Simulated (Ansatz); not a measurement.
# BF3H2Si (SMILES F[SiH2]B(F)F): what the fields show

Input file:

```
basis:
  gaussian: {orbitals: def2-TZVPD}
crystal:
  periodic: [false, false, false]
  atoms:
    - {symbol: B, position_ang: [-0.318913, 0.026485, -0.093993]}
    - {symbol: F, position_ang: [-2.633405, -1.713510, -0.845709]}
    - {symbol: F, position_ang: [0.975247, 0.204230, 0.096826]}
    - {symbol: F, position_ang: [-1.099821, 1.063017, 0.121271]}
    - {symbol: Si, position_ang: [-1.013819, -1.784999, -0.692227]}
    - {symbol: H, position_ang: [-0.677417, -2.835218, 0.312513]}
    - {symbol: H, position_ang: [-0.427613, -2.163725, -2.010774]}
hamiltonian: {xc: pbe0}
output: {forces: true, orbitals: {seedname: orbitals}}
```

Launched as:

```sh
ansatz run input.yaml --threads 1 --pin off --max-ram 2610MiB --events-out events.jsonl --progress --plain --runs-dir runs
```

Geometry: PBE0-D3(BJ)/def2-SVP.

All numbers below come from isolated molecule in a Gaussian basis; Kohn-Sham density functional theory, functional PBE0 in Ansatz 0.2.0.

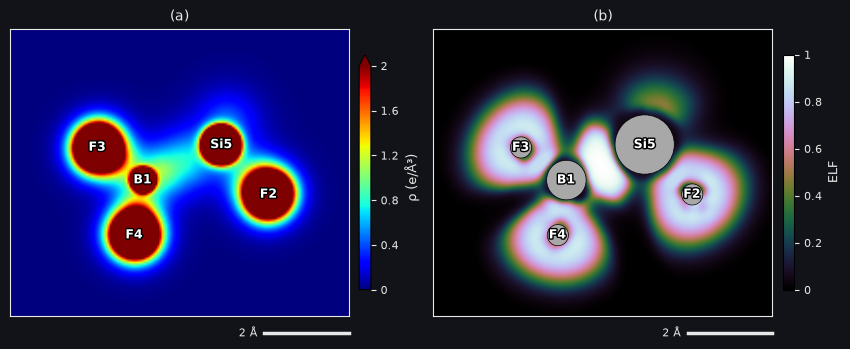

Figure 1. (a) total electron density; (b) electron localisation function on the plane of atoms F3, B1 and F4. Grey discs cover the atomic cores in the ELF map.

Read the bonding off the picture.

- The plane passes through B, F and Si nuclei.
- B–F (1.32 Å): ρ is about 2.3 e/Å³ halfway; the ELF peaks at about 0.85 between the atoms: a polar covalent bond.
- Si–F (1.63 Å): ρ is about 1.1 e/Å³ halfway; the ELF peaks at about 0.85 in the valence shell of F, 0.6 Å from its nucleus, and is about 0.40 at the midpoint.
- Si–B (2.03 Å): the density is about 0.82 e/Å³ at the midpoint; the ELF peaks at about 1 between the atoms (localised, covalent bonding).
- The ELF also peaks beside F4, F2 and F3, away from the bonds: lone-pair regions.

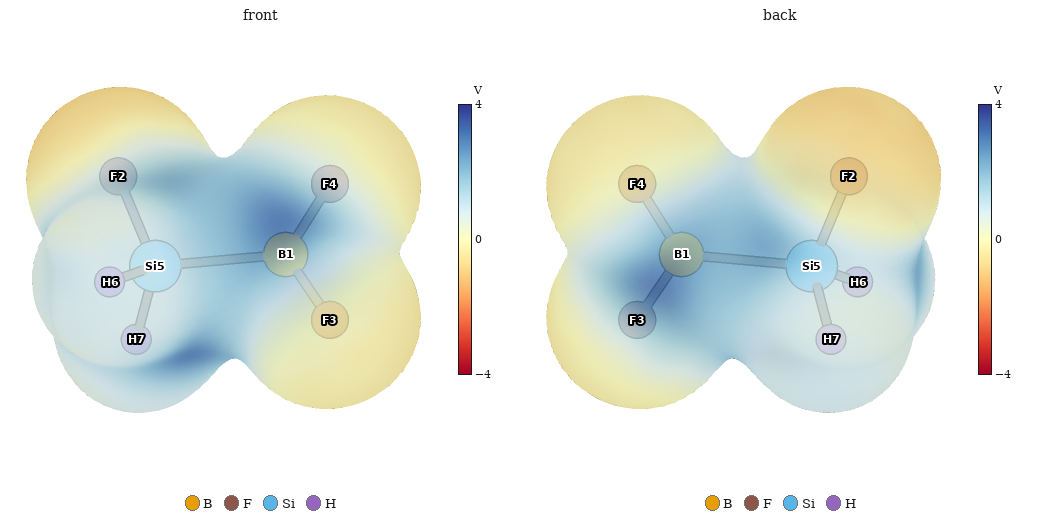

Figure 2. The molecular electrostatic potential painted on the density surface at 0.004 e/bohr³, seen from the front and from behind; red is negative and blue positive.

Which sites attract a positive test charge, and which a negative one?

A positive charge is drawn to the negative regions and a negative charge to the positive ones. The most negative region (about −0.9 V) lies over F2, the most positive (about +3.2 V) over B1 and Si5.

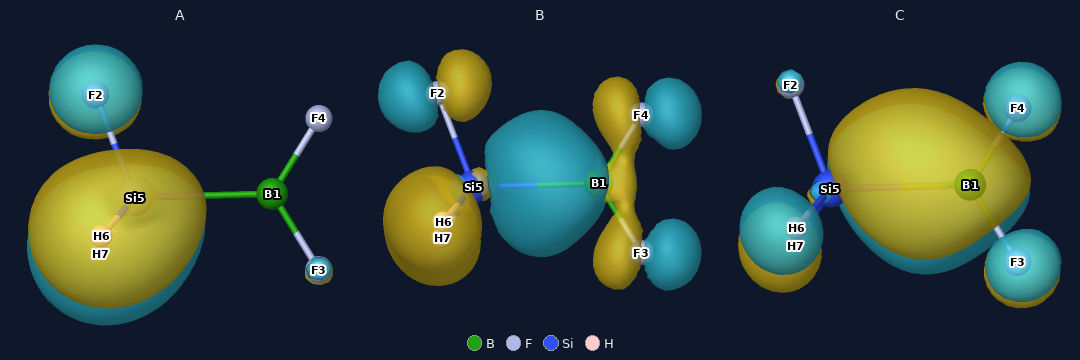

Figure 3. Three frontier orbitals at ±0.1 Å⁻³ᐟ² (yellow and cyan are the two phases), in no order.

Which picture is the HOMO−1, the HOMO and the LUMO?

A is the HOMO−1 (−10.03 eV). By Hirshfeld shares it lies mainly on Si5 (about 35 %), H6 (about 25 %), H7 (about 25 %) and F2 (about 15 %). B is the HOMO (−9.23 eV). It lies mainly on Si5 (about 35 %), B1 (about 30 %), F3 (about 10 %), F4 (about 10 %), F2 (about 10 %), H6 (about 5 %) and H7 (about 5 %). C is the LUMO (−1.43 eV). It lies mainly on B1 (about 45 %), Si5 (about 25 %), F4 (about 10 %) and F3 (about 10 %).

What is the HOMO–LUMO gap?

7.80 eV between the orbital energies.
